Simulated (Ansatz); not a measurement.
# TePtSe monolayer, Janus: modes against uniaxial strain along a, the zigzag direction, with the width clamped, part 2 of 2

Aim: how do the optical modes of TePtSe monolayer, Janus shift and split under this strain?

Ansatz 0.2.0; DFT PBEsol, scalar-relativistic, plane waves, PAW; PAW set soft_1.

So far. Step 4 (Tight relaxation): The largest force component left is 0.17 meV/Å, within the tolerances set.

### 5. Modes at rest

Phonons follow from the second derivative of the energy, found here by linear response.

The modes at rest are the reference of the series.

input.yaml reads:

```yaml
crystal:
  lattice:
    - [3.8405849639, 0.0, 0.0]
    - [-1.9202924819, 3.3260441441, 0.0]
    - [0.0, 0.0, 30.0]
  atoms:
    - { symbol: Pt, position: [0.0, 0.0, 0.3336073098] }
    - { symbol: Se, position: [0.3333333333, 0.6666666667, 0.3760466587] }
    - { symbol: Te, position: [0.6666666667, 0.3333333333, 0.2870126981] }
  periodic: [true, true, false]
kpoints:
  mp_grid: { grid: [9, 9, 1] }
hamiltonian:
  xc: pbesol
  pseudopotentials: { kind: paw, azcp: { folder: soft_1 }, xc_functional: pbe }
scf:
  occupations: { method: fixed }
output:
  eigenvalues: true
phonons:
  method: dfpt
```

Started as:

```bash
$ ansatz run input.yaml --threads 4 --pin off --max-ram 16384MiB --backend cpu --events-out ev --progress --plain --runs-dir out
```

Numbers of over 12 decimals in the logs are rounded to 6 here.

What it wrote:

```text
[...]
Crystal: 3 atoms, lattice volume = 383.219 Å³
Basis set: ecut = 420 eV, 7493 PW (Γ), exchange–correlation on 54×54×432 points (8 copies of the dense FFT grid, shifted against one another)
Bands: 30, of which v1, the nominal top of the filled ones, is band 25 counted from 1 (24 counted from 0)
Symmetry: 6 space group operations
k-points: 25 of 81 (irreducible under 2 space group operations, time reversal used)
[...]
SCF iter   1: F=—  HF=-24712.899620 eV  |F-HF|=—  |Δ(HF+E_count)|=         —  Δρ=2.93e-2  dr2=3.84e0  ethr=3.10e-3  ⟨swp⟩=7.2  Hψ=3380  notcnv=0  defer=75
[...]
SCF iter  13: F=-24712.143151 eV  HF=-24712.143151 eV  |F-HF|=5.17e-10  |Δ(HF+E_count)|=  2.11e-10  Δρ=1.01e-7  dr2=8.24e-11  ethr=1.00e-12  ⟨swp⟩=29.2  Hψ=8959  notcnv=0
SCF 1 converged in 13 iterations: F = -24712.143151 eV  dr2 = 8.24e-11
[...]
DFPT response loops at Γ: preconditioner auto → none (the input reference at scf.mixing.eps_inf says where Resta's filter doesn't serve); β = 0.50; Broyden in place of MSR1
SCF converged after 13 iterations
Free energy (F): -24712.143151 eV
[...]
Internal energy: -24712.143151 eV  (E = F + TS)
E sigma→0 (E₀):  -24712.143151 eV
Fermi energy:    -5.241833 eV
[...]
--- Band table (eV; the first three rows and the last of 25) ---
  k-point 0: bands = [... 21 lower, -6.9554, -5.8385, -5.2418, -5.2418, -2.4352, -2.4352, -1.3510 (-1.3512°), -0.3728, ... 1 higher]
  k-point 1: bands = [... 21 lower, -7.2189, -5.7494, -5.4349, -5.3085, -3.3210, -2.6467, -0.9480 (-0.9486°), -0.0478, ... 1 higher]
  k-point 2: bands = [... 21 lower, -7.7127, -6.0674, -5.6647, -5.4477, -4.2163, -2.8789, -0.3560 (-0.3563°), -0.2672, ... 1 higher]
  k-point 24: bands = [... 21 lower, -7.8993, -7.1160, -6.8988, -5.7452, -4.1664, -3.3178, -0.0285 (-0.0285°), 0.7483, ... 1 higher]
  ° read free of the cell's end (the report's vacuum.weakly_bound_levels)
--- Phonons (Γ-DFPT): 6 representative perturbations + reference, on 25 of 81 k-points (Σ response iterations 26) ---
  k mesh reduced under 2 symmetry operations, with k and −k counted as one. Each operation leaves every solved perturbation unchanged. A smaller set is not used because it would not reduce the number of displacements times k-points to solve
  ASR residual: 3.403e-4 → 0.000e0 eV/Å²; symmetrization residual: 5.504e-5 eV/Å²
  ASR residual per site (eV/Å²): 3.40e-4 1.62e-5 1.45e-4
  Γ frequencies (cm⁻¹): 0.00 0.00 0.00 151.59 151.59 173.50 198.49 198.49 209.41
  non-analytic LO–TO correction: not included (Born effective charges unavailable; polar crystals: no LO–TO splitting at Γ)
```

The job ended after 81 s (4 threads of Arm Neoverse V1, shared host; peak memory 1.4 GiB).

Numbers from this step:

| Item | Value |
| --- | --- |
| sum-rule residual before enforcement | 3.40e-4 eV/Å² |
| point group | 3m |
| highest optical mode at the zone centre (no LO-TO term) | 209.4 cm⁻¹ |
| lowest optical zone-centre mode | 151.6 cm⁻¹ |

Without the LO-TO term. Patterns of degenerate modes are one choice out of their space. The modes at Γ (shares of kinetic energy by element, %):

| mode | frequency (cm⁻¹) | symmetry | Pt % | Se % | Te % |
| --- | --- | --- | --- | --- | --- |
| 1 | 0.0 | acoustic | 49 | 20 | 32 |
| 2 | 0.0 | acoustic | 49 | 20 | 32 |
| 3 | 0.0 | acoustic | 49 | 20 | 32 |
| 4 | 151.6 | E | 2 | 47 | 51 |
| 5 | 151.6 | E | 2 | 47 | 51 |
| 6 | 173.5 | A1 | 10 | 26 | 64 |
| 7 | 198.5 | E | 49 | 33 | 17 |
| 8 | 198.5 | E | 49 | 33 | 17 |
| 9 | 209.4 | A1 | 41 | 54 | 5 |

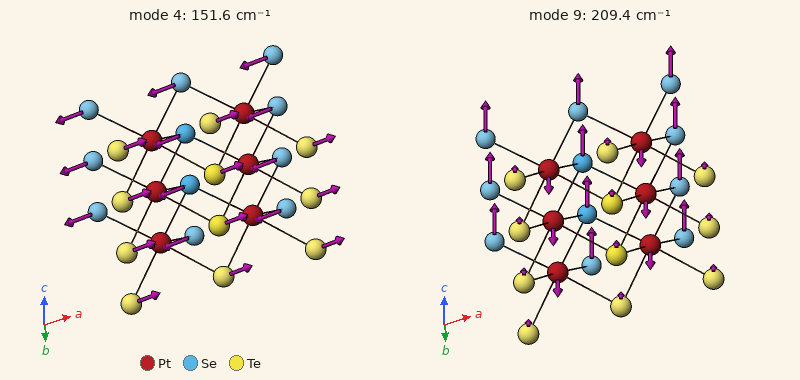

Displacement patterns of modes 4 and 9 at Γ; arrows are exaggerated. 1×2×1 cells are drawn. Some periodic images of atoms are drawn too.

Before it was imposed, the acoustic sum rule was missed by 3.4e-4 eV/Å². Small misses are needed for a sound result but don't prove that mesh and cutoff are converged. The lowest optical mode is real, 152 cm⁻¹.

### 6. Relaxation of a member: uniaxial strain of +5 % along a, the zigzag direction, with the width clamped

The cell takes a uniaxial strain of +5 % along a, the zigzag direction, with the width clamped. The cell is held, and the atoms relax in it.

input.yaml, the sections that differ from step 5:

```yaml
crystal:
  lattice:
    - [4.0326142119, 0.0, 0.0]
    - [-2.016307106, 3.3260441441, 0.0]
    - [0.0, 0.0, 30.0]
  atoms:
    - { symbol: Pt, position: [0.0006752853, 0.0013505705, 0.333463952] }
    - { symbol: Se, position: [0.3367629672, 0.6735259344, 0.3747088213] }
    - { symbol: Te, position: [0.6625617475, 0.325123495, 0.2884938934] }
  periodic: [true, true, false]
scf:
  occupations: { method: gaussian, width: 0.02 }
output:
  forces: true
  stress: true
  eigenvalues: true
relax:
  adjacent_minimum: "off"
  f_tol: 0.001
  max_steps: 60
# kpoints, hamiltonian: as in step 5
# phonons: removed
```

What it wrote:

```text
[...]
F+E_penalty+E_count = -24712.07780124 eV   max|allowed force component| = 2.878e-4 eV/Å
  cell:  # Å, volume = 402.3796 Å³
    - [4.0326142119, 3.0310889361512565e-11, 0.0]
    - [-2.016307105975, 3.326044, 0.0]
    - [0.0, 0.0, 30.0]
  atoms:
    - { symbol: Pt, position: [0.000916235, 0.00183247, 0.333423] }
    - { symbol: Se, position: [0.337410, 0.674819, 0.374391] }
    - { symbol: Te, position: [0.661674, 0.323349, 0.288852] }
[key lines of the parts left out:]
SCF converged after 6 iterations
Free energy (F): -24712.077801 eV
Fermi energy:    -4.776261 eV
P = ½ c Tr σ = -2.0258 N/m
```

It took 41 s on 4 threads; peak memory 0.84 GiB.

Step by step:

| step | energy less that of the first step (eV) | largest force component (eV/Å) |
| --- | --- | --- |
| 1 | 0.0000 | 0.1253 |
| 2 | 0.0060 | 0.3314 |
| 3 | -0.0014 | 0.0055 |
| 4 | -0.0014 | 0.0003 |

Relaxation step 2 was tried and not accepted.

Forces are held to the 2 operations that the run works with; a distortion that breaks them can't arise in this run.

The atoms that moved most (Å):

| atom | dx | dy | dz | length |
| --- | --- | --- | --- | --- |
| Te3 | 0.000 | -0.006 | 0.011 | 0.012 |
| Se2 | 0.000 | 0.004 | -0.010 | 0.010 |

Final coordinates:

```
Pt Se Te
1.0
     4.03261    0.00000    0.00000
    -2.01631    3.32604    0.00000
     0.00000    0.00000   30.00000
Pt Se Te
1 1 1
Cartesian
  0.0000 0.0061 10.0027
  0.0000 2.2445 11.2317
  2.0163 1.0755 8.6656
```

This step gave:

* gap on the k-mesh: 0.8891 eV
* area per atom: 4.471 Å²

The largest force component left is 0.29 meV/Å.

### 7. Modes of this member: uniaxial strain of +5 % along a, the zigzag direction, with the width clamped

The zone-centre modes follow for uniaxial strain of +5 % along a, the zigzag direction, with the width clamped.

input.yaml, the sections that differ from step 6:

```yaml
crystal:
  lattice:
    - [4.0326142119, 0.0, 0.0]
    - [-2.016307106, 3.3260441441, 0.0]
    - [0.0, 0.0, 30.0]
  atoms:
    - { symbol: Pt, position: [0.0009162348, 0.0018324696, 0.3334234325] }
    - { symbol: Se, position: [0.3374095033, 0.6748190065, 0.3743909968] }
    - { symbol: Te, position: [0.6616742619, 0.3233485238, 0.2888522374] }
  periodic: [true, true, false]
scf:
  occupations: { method: fixed }
output:
  eigenvalues: true
phonons:
  method: dfpt
# kpoints, hamiltonian: as in step 6
# relax: removed
```

What it wrote:

```text
zone centre: on kpoints.mp_grid the ground state, and the responses unless they are solved on pairs of k-points, stand on 25 of the mesh's 81 k-points, reduced under 2 symmetry operations, with k and −k counted as one. Each operation leaves every solved displacement unchanged or reverses it
[...]
Crystal: 3 atoms, lattice volume = 402.380 Å³
Basis set: ecut = 420 eV, 7901 PW (Γ), exchange–correlation on 54×54×432 points (8 copies of the dense FFT grid, shifted against one another)
Bands: 30, of which v1, the nominal top of the filled ones, is band 25 counted from 1 (24 counted from 0)
Symmetry: 2 space group operations
k-points: 25 of 81 (time reversal used)
[...]
SCF iter   1: F=—  HF=-24712.828019 eV  |F-HF|=—  |Δ(HF+E_count)|=         —  Δρ=2.85e-2  dr2=3.85e0  ethr=3.10e-3  ⟨swp⟩=7.1  Hψ=3346  notcnv=0  defer=74
[...]
SCF iter  14: F=-24712.077801 eV  HF=-24712.077801 eV  |F-HF|=1.13e-10  |Δ(HF+E_count)|=  3.89e-10  Δρ=8.88e-8  dr2=6.73e-11  ethr=1.00e-12  ⟨swp⟩=30.2  Hψ=7820  notcnv=0
SCF 1 converged in 14 iterations: F = -24712.077801 eV  dr2 = 6.73e-11
[...]
SCF converged after 14 iterations
Free energy (F): -24712.077801 eV
[...]
Internal energy: -24712.077801 eV  (E = F + TS)
E sigma→0 (E₀):  -24712.077801 eV
Fermi energy:    -5.220606 eV
[...]
--- Band table (eV; the first three rows and the last of 25) ---
  k-point 0: bands = [... 21 lower, -6.8166, -5.8078, -5.6080, -5.2563, -2.6706, -2.6625, -1.4313 (-1.4314°), -0.4478, ... 1 higher]
  k-point 1: bands = [... 21 lower, -7.1085, -5.6904, -5.6764, -5.4203, -3.4479, -2.8724, -1.0052 (-1.0055°), -0.1276, ... 1 higher]
  k-point 2: bands = [... 21 lower, -7.6023, -6.0816, -6.0348, -5.2206, -4.3306, -3.0907, -0.6918 (-0.6918°), -0.2897, ... 1 higher]
  k-point 24: bands = [... 21 lower, -8.0871, -6.9645, -6.9253, -5.8195, -4.0707, -3.5852, 0.0189 (0.0189°), 0.7176, ... 1 higher]
  ° read free of the cell's end (the report's vacuum.weakly_bound_levels)
[...]
ASR residual: 3.645e-4 → 0.000e0 eV/Å²; symmetrization residual: 3.117e-5 eV/Å²
  ASR residual per site (eV/Å²): 3.65e-4 4.78e-5 2.30e-5
  Γ frequencies (cm⁻¹): 0.00 0.00 0.00 143.55 152.09 169.01 178.97 188.76 204.00
[...]
```

Run time: 1.9 min. Hardware: 4 threads; peak memory 1.5 GiB; 7.3 min of CPU time.

This step gave:

```
sum-rule residual before enforcement                    : 3.65e-4 eV/Å²
point group                                             : m
highest optical mode at the zone centre (no LO-TO term) : 204 cm⁻¹
lowest optical zone-centre mode                         : 143.6 cm⁻¹
```

Without the LO-TO term. Patterns of degenerate modes are one choice out of their space. The modes at Γ (shares of kinetic energy by element, %):

| mode | frequency (cm⁻¹) | symmetry | Pt % | Se % | Te % |
| --- | --- | --- | --- | --- | --- |
| 1 | 0.0 | acoustic | 49 | 20 | 32 |
| 2 | 0.0 | acoustic | 49 | 20 | 32 |
| 3 | 0.0 | acoustic | 49 | 20 | 32 |
| 4 | 143.6 | A'' | 0 | 56 | 43 |
| 5 | 152.1 | A' | 3 | 45 | 52 |
| 6 | 169.0 | A' | 10 | 29 | 62 |
| 7 | 179.0 | A'' | 51 | 24 | 25 |
| 8 | 188.8 | A' | 47 | 38 | 15 |
| 9 | 204.0 | A' | 44 | 49 | 7 |

The lowest optical mode is real, 144 cm⁻¹, and the highest lies at 204.0 cm⁻¹.

For the highest optical mode at the zone centre (no LO-TO term), step 5 gave 209 cm⁻¹; this run, with strain 5 %, gives 204 cm⁻¹ (-3 %).

### 8. Relaxation of a member: uniaxial strain of -3 % along a, the zigzag direction, with the width clamped

The cell takes a uniaxial strain of -3 % along a, the zigzag direction, with the width clamped. The cell is held, and the atoms relax in it.

input.yaml, the sections that differ from step 7:

```yaml
crystal:
  lattice:
    - [3.725367415, 0.0, 0.0]
    - [-1.8626837075, 3.3260441441, 0.0]
    - [0.0, 0.0, 30.0]
  atoms:
    - { symbol: Pt, position: [-0.0002181892, -0.0004363784, 0.3336758587] }
    - { symbol: Se, position: [0.3311572284, 0.6623144568, 0.3767539146] }
    - { symbol: Te, position: [0.6690609608, 0.3381219216, 0.2862368933] }
  periodic: [true, true, false]
scf:
  occupations: { method: gaussian, width: 0.02 }
output:
  forces: true
  stress: true
  eigenvalues: true
relax:
  adjacent_minimum: "off"
  f_tol: 0.001
  max_steps: 60
# kpoints, hamiltonian: as in step 7
# phonons: removed
```

What it wrote:

```text
[...]
Crystal: 3 atoms, lattice volume = 371.722 Å³
Basis set: ecut = 420 eV, 7273 PW (Γ), exchange–correlation on 50×54×432 points (8 copies of the dense FFT grid, shifted against one another)
Bands: 30, of which v1, the nominal top of the filled ones, is band 25 counted from 1 (24 counted from 0)
Symmetry: 2 space group operations
[...]
--- Relaxed structure (5 steps of the walk, 4 accepted, 0 SCFs on fresh bases) ---
  F+E_penalty+E_count = -24712.11864027 eV   max|allowed force component| = 1.860e-4 eV/Å
  cell:  # Å, volume = 371.7221 Å³
    - [3.725367415, 0.0, 0.0]
    - [-1.8626837075, 3.3260441441, 0.0]
    - [0.0, 0.0, 30.0]
  atoms:
    - { symbol: Pt, position: [-0.000303468, -0.000606936, 0.333710] }
    - { symbol: Se, position: [0.329958, 0.659915, 0.377116] }
    - { symbol: Te, position: [0.670346, 0.340692, 0.285840] }
[key lines of the parts left out:]
SCF converged after 6 iterations
Free energy (F): -24712.118640 eV
Fermi energy:    -4.605272 eV
P = ½ c Tr σ = 1.3339 N/m
```

The job ended after 45 s (4 threads; peak memory 0.81 GiB; 2.9 min of CPU time).

Step by step:

| step | energy less that of the first step (eV) | largest force component (eV/Å) |
| --- | --- | --- |
| 1 | 0.0000 | 0.1540 |
| 2 | 0.0028 | 0.2717 |
| 3 | -0.0022 | 0.0161 |
| 4 | -0.0022 | 0.0045 |
| 5 | -0.0022 | 0.0002 |

Relaxation step 2 was tried and not accepted.

The run keeps the 2 symmetry operations that it works with, so distortions that break them were not tested.

The atoms that moved most (Å):

| atom | dx | dy | dz | length |
| --- | --- | --- | --- | --- |
| Te3 | 0.000 | 0.009 | -0.012 | 0.015 |
| Se2 | 0.000 | -0.008 | 0.011 | 0.013 |

Final coordinates:

```xyz
3
Lattice="3.7254 0.0000 0.0000 -1.8627 3.3260 0.0000 0.0000 0.0000 30.0000" Properties=species:S:1:pos:R:3
Pt    0.0000   -0.0020   10.0113
Se    0.0000    2.1949   11.3135
Te    1.8627    1.1332    8.5752
```

This step gave:

| Quantity | Value |
| --- | --- |
| gap on the k-mesh | 0.7329 eV |
| area per atom | 4.13 Å² |

The largest force component left is 0.19 meV/Å.

### 9. Zone-centre modes of the member: uniaxial strain of -3 % along a, the zigzag direction, with the width clamped

The zone-centre modes follow for uniaxial strain of -3 % along a, the zigzag direction, with the width clamped.

input.yaml, the sections that differ from step 8:

```yaml
crystal:
  lattice:
    - [3.725367415, 0.0, 0.0]
    - [-1.8626837075, 3.3260441441, 0.0]
    - [0.0, 0.0, 30.0]
  atoms:
    - { symbol: Pt, position: [-0.0003034682, -0.0006069364, 0.3337101348] }
    - { symbol: Se, position: [0.329957695, 0.65991539, 0.3771163541] }
    - { symbol: Te, position: [0.6703457732, 0.3406915464, 0.2858401776] }
  periodic: [true, true, false]
scf:
  occupations: { method: fixed }
output:
  eigenvalues: true
phonons:
  method: dfpt
# kpoints, hamiltonian: as in step 8
# relax: removed
```

What it wrote:

```text
[...]
Crystal: 3 atoms, lattice volume = 371.722 Å³
Basis set: ecut = 420 eV, 7273 PW (Γ), exchange–correlation on 54×54×432 points (8 copies of the dense FFT grid, shifted against one another)
Bands: 30, of which v1, the nominal top of the filled ones, is band 25 counted from 1 (24 counted from 0)
Symmetry: 2 space group operations
k-points: 25 of 81 (time reversal used)
[...]
k-point 24: bands = [... 21 lower, -7.7231, -7.2136, -6.8449, -5.7055, -4.2387, -3.1492, -0.0485 (-0.0485°), 0.7578, ... 1 higher]
  ° read free of the cell's end (the report's vacuum.weakly_bound_levels)
[...]
ASR residual: 1.517e-4 → 0.000e0 eV/Å²; symmetrization residual: 3.210e-5 eV/Å²
  ASR residual per site (eV/Å²): 1.03e-4 9.61e-5 1.52e-4
  Γ frequencies (cm⁻¹): 0.00 0.00 0.00 151.37 153.05 174.90 202.73 207.04 212.24
[...]
[key lines of the parts left out:]
SCF converged after 13 iterations
Free energy (F): -24712.118640 eV
Fermi energy:    -4.971537 eV
```

Wall time 2 min (4 threads); peak memory 1.4 GiB.

Numbers from this step:

```yaml
sum_rule_residual_before_enforcement: 1.52e-4 eV/Å²
highest_optical_mode_at_the_zone_centre_no_lo_to_term: 212.2 cm⁻¹
lowest_optical_zone_centre_mode: 151.4 cm⁻¹
```

Without the LO-TO term. Patterns of degenerate modes are one choice out of their space. The modes at Γ (shares of kinetic energy by element, %):

| mode | frequency (cm⁻¹) | symmetry | Pt % | Se % | Te % |
| --- | --- | --- | --- | --- | --- |
| 1 | 0.0 | acoustic | 49 | 20 | 32 |
| 2 | 0.0 | acoustic | 49 | 20 | 32 |
| 3 | 0.0 | acoustic | 49 | 20 | 32 |
| 4 | 151.4 | A' | 2 | 47 | 51 |
| 5 | 153.1 | A'' | 3 | 44 | 53 |
| 6 | 174.9 | A' | 12 | 24 | 65 |
| 7 | 202.7 | A' | 49 | 34 | 17 |
| 8 | 207.0 | A'' | 49 | 36 | 15 |
| 9 | 212.2 | A' | 40 | 56 | 4 |

The lowest optical mode is real, 151 cm⁻¹, and the highest lies at 212.2 cm⁻¹.

### 10. The series together

The members are set side by side, also those not shown above.

Energies are extrapolated to zero smearing, and E0 is that at rest; the cell is clamped and the atoms are relaxed. State of the crystal along the series:

| strain (%) | E - E0 (meV/atom) | gap on mesh (eV) |
| --- | --- | --- |
| -3 | 8.17 | 0.7329 |
| -2 | 3.613 | 0.8379 |
| -1 | 0.9 | 0.9326 |
| 0 | 0 | 1.023 |
| 1 | 0.8963 | 1.009 |
| 2 | 3.561 | 0.9918 |
| 3 | 7.959 | 0.972 |
| 4 | 14.05 | 0.9497 |
| 5 | 21.78 | 0.8891 |

Optical modes are counted from below at rest and tracked from member to member by their patterns, and modes that stay within 0.3 cm⁻¹ of each other stand once; labels, where given, are those at rest, then, where named, those of the strained cell; the cell is clamped and the atoms are relaxed. Optical modes along the series:

| strain (%) | optical mode 1 E to A'' single part (cm⁻¹) | optical mode 2 E to A' single part (cm⁻¹) | optical mode 3 A1 to A' (cm⁻¹) | optical mode 4 E to A'' single part (cm⁻¹) | optical mode 5 E to A' single part (cm⁻¹) | optical mode 6 A1 to A' (cm⁻¹) |
| --- | --- | --- | --- | --- | --- | --- |
| -3 | 153.1 | 151.4 | 174.9 | 207 | 202.7 | 212.2 |
| -2 | 152.8 | 151.4 | 174.5 | 204.5 | 201.4 | 211.4 |
| -1 | 152.3 | 151.5 | 174.1 | 201.7 | 200 | 210.4 |
| 0 | 151.6 | 151.6 | 173.5 | 198.5 | 198.5 | 209.4 |
| 1 | 150.6 | 151.7 | 172.8 | 195 | 196.8 | 208.3 |
| 2 | 149.3 | 151.8 | 172.1 | 191.3 | 195.1 | 207.2 |
| 3 | 147.7 | 151.9 | 171.2 | 187.4 | 193.1 | 206.1 |
| 4 | 145.8 | 152 | 170.2 | 183.2 | 191 | 205.1 |
| 5 | 143.6 | 152.1 | 169 | 179 | 188.8 | 204 |

Value and slope at zero strain of a cubic (a lower polynomial where under five rows exist) through the rows within 2 % of rest. Slopes at rest:

| mode | frequency (cm⁻¹) | shift per percent of strain (cm⁻¹) |
| --- | --- | --- |
| optical mode 1 E to A'' single part | 151.6 | -0.88 |
| optical mode 2 E to A' single part | 151.6 | 0.09 |
| optical mode 3 A1 to A' | 173.5 | -0.62 |
| optical mode 4 E to A'' single part | 198.5 | -3.32 |
| optical mode 5 E to A' single part | 198.5 | -1.58 |
| optical mode 6 A1 to A' | 209.4 | -1.04 |

### 11. Summary of results

```json
{
  "members": "9",
  "highest optical mode at the zone centre (no LO-TO term), at rest": "209.4 cm⁻¹",
  "optical mode 3 A1 to A', shift per percent": "-0.62 cm⁻¹",
  "optical mode 4 E to A'' single part, shift per percent": "-3.32 cm⁻¹",
  "optical mode 5 E to A' single part, shift per percent": "-1.58 cm⁻¹",
  "optical mode 6 A1 to A', shift per percent": "-1.04 cm⁻¹"
}
```

In words: The strain lowers the symmetry: the level at 198.5 cm⁻¹ splits, into 179.0 and 188.8 cm⁻¹ at +5 %. Within 2 % of rest optical mode 1 E to A'' single part bends away from a straight line, so a single slope holds only near rest. The fastest shift in the table of slopes is -3.3 cm⁻¹ for each percent (optical mode 4 E to A'' single part). The width is clamped, so the contraction across the strain that a free sheet shows is left out. These are harmonic frequencies at zero temperature: anharmonic shifts, linewidths and thermal expansion are left out. Spin-orbit coupling is left out, which can matter for the heavy elements here. The starting cell was built on a prototype and not taken from a measurement. The PAW files were made for PBE; the program adapts parts of them to the functional of the run, but their partial waves stay those of PBE, an approximation that was not tested in this session. Only the zone centre was solved, so an instability at another wavevector cannot show here. In a sheet the LO-TO splitting vanishes at the zone centre, so no such term is missing here.

[Logs are printed without paths, hosts, clocks, repeated set-up lines and the standing remarks that a program may print on its own settings, such as how far it seeks lower states.]

[Hosts, paths, dates, database ids (printed as entryN), source tags and the programs' standing remarks are cut or masked in the printed files.]
